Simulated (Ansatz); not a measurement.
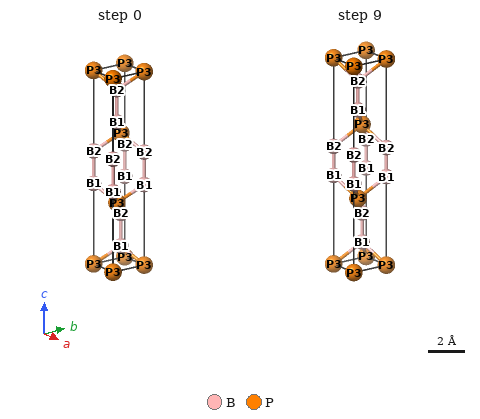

The structure of a crystal of B₂P (a generated structure, set up in R-3m) (coarse preliminary run) before (left) and after (right) a relaxation, at one scale.

A ball-and-stick model of the conventional cell (3 times the calculation's cell), seen slightly off an axis. Lengths and directions refer to the drawn axes.

Computed with DFT PBE, scalar-relativistic, plane waves, PAW in Ansatz. Settings: plane-wave cutoff 420 eV; k-point mesh 6 × 6 × 6; occupations gaussian; smearing width 0.1 eV; no spin polarisation; cell and atoms relaxed; force threshold 0.04 eV/Å; at most 70 steps.

> Describe what moved and what it gained.

Over 7 accepted moves (9 points after the start) the energy falls by 418 meV per atom. Largest force component: 4.6 eV/Å at the start, 0.00021 eV/Å at the end. Pressure: 43.23 GPa at the start and 0.04 GPa at the end. At 2 points the geometry stayed and the basis and grid were re-selected for the new cell (energy shift of 2.9 meV per atom at most each time). The largest moves relative to the cell, 0.16 Å, are those of B1 and B2. B2 goes along −c. P stays in place. The volume changes by +16.1 %, with a = b 2.890 → 3.016 Å (+4.4 %), c 11.116 → 11.846 Å (+6.6 %). Near-neighbour distances that change, for instance: B1–B2 1.866 → 1.666 Å, B1–P3 1.905 → 2.082 Å. Among the angles between lasting bonds that change: B1–P3–B1 98.7° → 92.8°, P3–B1–P3 98.7° → 92.8°, B1–P3–B2 81.3° → 87.2°. The space group stays R-3m (No. 166).
